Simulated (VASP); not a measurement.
Band structure of Mg3Sb2 (space group P-3m1). Calculation: modified Becke-Johnson potential (mBJ) with spin-orbit coupling, VASP's PBE PAW potentials (set 64) (plane waves; VASP 6.6.1).

mBJ is a potential without an energy functional, so only the levels count. The path is coarsely sampled, so an indirect gap can come out somewhat too large.

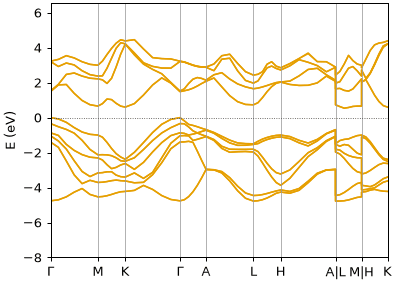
Figure. Bands along high-symmetry lines, zero at the valence-band maximum or, without a gap, the Fermi level

### Question
Read the plot: is there a gap, and where are the band edges?

### Answer
The gap is indirect, 0.54 eV, from the valence maximum at Γ to the conduction minimum at L-M at 0.33.

The structure comes from a computed database's Mg3Sb2 entry (P-3m1); how it stands against other phases isn't given here. It was relaxed first. The k-mesh is coarse (spacing up to 0.43 per Å, 2π included), so the numbers may not be converged in it. The cell's shape comes from a PBE relaxation.
